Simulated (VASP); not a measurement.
Band structure of NaCl (rock salt). All values below come from PBE GGA, VASP's PBE PAW potentials (set 64) (plane waves; VASP).

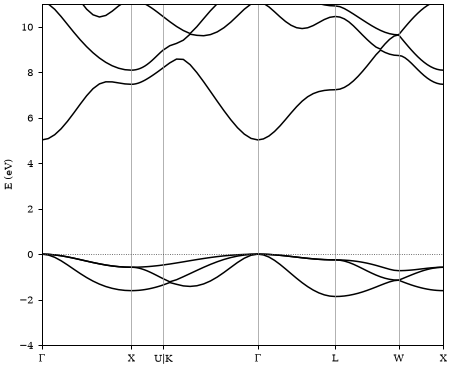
Fig. 1. Bands along high-symmetry lines, zero at the valence-band maximum or, without a gap, the Fermi level

### Question
Read the plot: is there a gap, and where are the band edges?

### Answer
The gap is direct, 5.03 eV, from the valence maximum at Γ to the conduction minimum at Γ. (Edges off the drawn lines would not show.)

Measured: gap 8.97 eV (computed value off by -3.94 eV), as given by Wei Chen et al., Physical Review Materials (2018), doi:10.1103/physrevmaterials.2.073803.

The compound is NaCl in the rock salt structure. It was relaxed first.
